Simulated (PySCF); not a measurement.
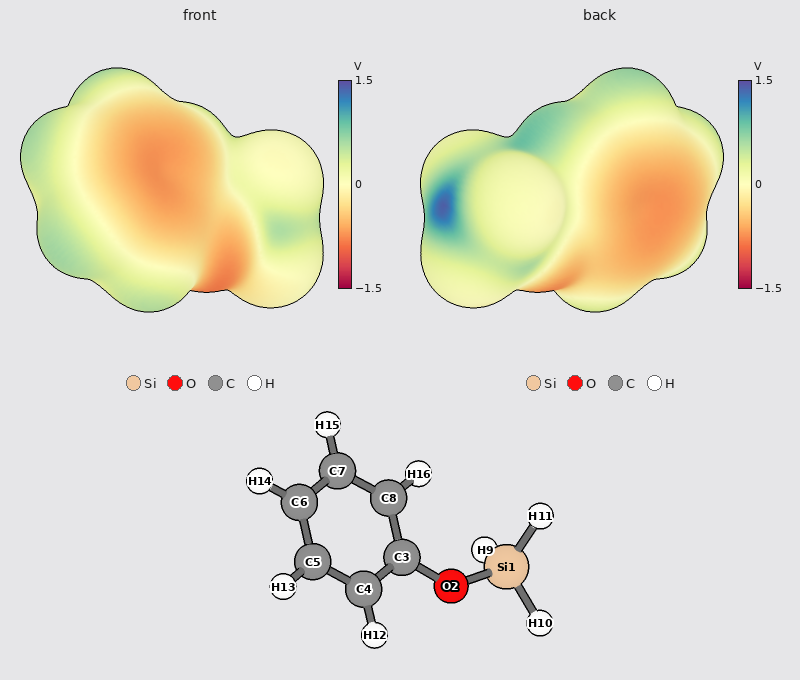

C$_{6}$H$_{8}$OSi (SMILES [SiH3]Oc1ccccc1). The molecular electrostatic potential painted on the density surface at 0.001 e/bohr³, seen from the front and from behind; red is negative and blue positive. The bare structure is drawn below in the same view.

Geometry: GFN2-xTB, NEB image 0 of 0 to 8.

Theory: PBE0/pcSseg-1, SCF density, gas phase, non-relativistic (PySCF 2.14.0).

Input file:

```
{"job": {"kind": "nmr", "xc": "PBE0", "basis": "pcSseg-1", "pop": false}, "charge": 0, "multiplicity": 1}
Si     2.952600    -0.073300    -0.001600
O      1.509400    -0.797900    -0.182500
C      0.229900    -0.382300    -0.090300
C     -0.778800    -1.317900    -0.305500
C     -2.104600    -0.937800    -0.221500
C     -2.439600     0.373000     0.074800
C     -1.437500     1.303900     0.287500
C     -0.107900     0.932100     0.207300
H      3.125800     1.009400    -0.973000
H      3.813000    -1.215800    -0.259000
H      3.100700     0.474100     1.349200
H     -0.503500    -2.335500    -0.536600
H     -2.880600    -1.670000    -0.388500
H     -3.476200     0.666700     0.139700
H     -1.690400     2.328700     0.516600
H      0.680200     1.651500     0.372000
```

Command:

```sh
OMP_NUM_THREADS=1 python probes_run.py task.json out
```

Question: Describe the electrostatic potential map.

Answer: The most negative region (about −0.8 V) lies over O2, the most positive (about +1.3 V) over Si1.
